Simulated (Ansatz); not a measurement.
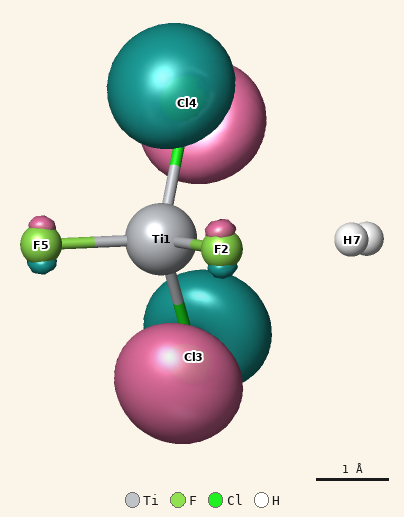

Cl2F2Ti···H2. One frontier orbital at ±0.15 Å⁻³ᐟ² (teal and pink are the two phases), seen across its widest extent.

Not at a stationary point (largest force 1.8 eV/Å).

Theory: RKS B3LYP-D4/def2-SVP (Ansatz).

Input

```
crystal:
  periodic: [false, false, false]
  atoms:
    - { symbol: Ti, position_ang: [0.0, 0.0, 0.0] }
    - { symbol: F, position_ang: [0.0, 0.0, 2.18] }
    - { symbol: Cl, position_ang: [2.2349, 0.0, -0.7892] }
    - { symbol: Cl, position_ang: [-1.1163, 1.9339, -0.7892] }
    - { symbol: F, position_ang: [-0.8619, -1.4933, -0.6094] }
    - { symbol: H, position_ang: [1.0489, 1.5818, 0.6306] }
    - { symbol: H, position_ang: [0.7734, 1.1664, 1.6182] }
basis:
  gaussian: { orbitals: def2-SVP }
hamiltonian:
  xc: b3lyp
  dispersion: d4
relax:
  f_tol: 0.15
  max_steps: 25
  restrain:
    - { distance: [0, 5], at: 2.9, k: 30.0 }
    - { distance: [6, 1], at: 2.12, k: 30.0 }
    - { distance: [0, 1], at: 1.83, k: 30.0 }
    - { distance: [6, 5], at: 0.66, k: 30.0 }
output:
  orbitals: {}
```

Command:

```sh
ansatz run input.yaml --threads 2 --pin off --max-ram 3072MiB --backend cpu --events-out ev --progress --plain --runs-dir out
```

The fields are those of the run's last geometry, not of the input's.

Which orbital is it: HOMO or LUMO?

The HOMO, at −9.42 eV. By Hirshfeld shares it lies mainly on Cl3 (about 45 %) and Cl4 (about 45 %); largely a combination of lone pairs on Cl3 and Cl4.
